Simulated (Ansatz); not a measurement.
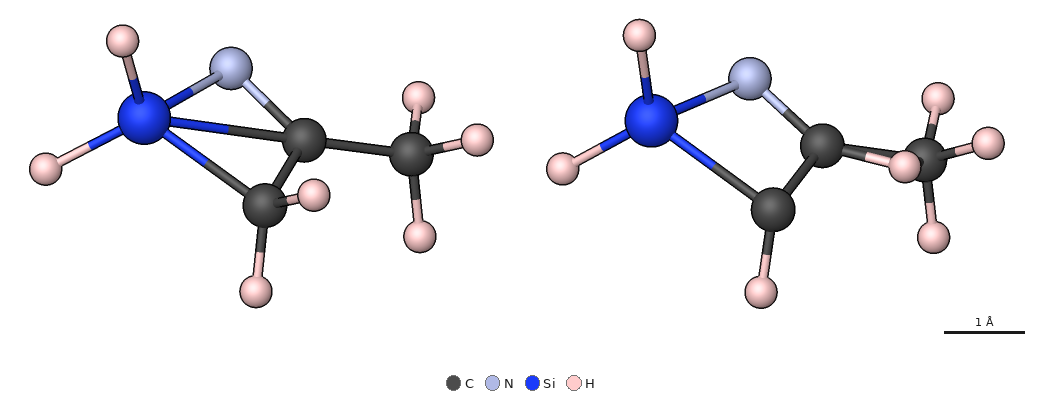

Two geometries of C₃H₇NSi, drawn at one scale. One is the start of a relaxation, the other its converged end. A ball-and-stick model, seen at a tilt.

Computed with RKS LDA/STO-3G (Ansatz 0.2.0). Settings: no spin polarisation; force threshold 0.02 eV/Å; at most 50 steps.

Question: Which one is relaxed?

Answer: The left one is the relaxed one. The run prepares an end point of a later path (hydrogen shift) calculation, from a guessed geometry. An H atom moves most after the best rigid fit: 1.95 Å. By element the largest moves are H 1.95 Å, N 0.29 Å, C 0.24 Å, Si 0.18 Å. Some distances before and after: C–H 0.920 → 3.097 Å, C–H 1.090 → 2.227 Å, C–H 1.983 → 1.102 Å, C–Si 2.342 → 2.258 Å. New bonds form: C–H (1.98 → 1.10 Å). Bonds break: C–H (0.92 → 3.10 Å), C–H (1.09 → 2.23 Å). Bond angles that change, for instance: H–Si–H 122.9° → 110.2°, C–N–Si 97.7° → 88.2°, N–Si–H 107.9° → 115.2°. Over 14 geometry steps the energy falls by 13.498 eV. The largest force component goes from 17 to 0.0036 eV/Å.

Limits of the set-up: STO-3G is a minimal basis, so the numbers are rough.
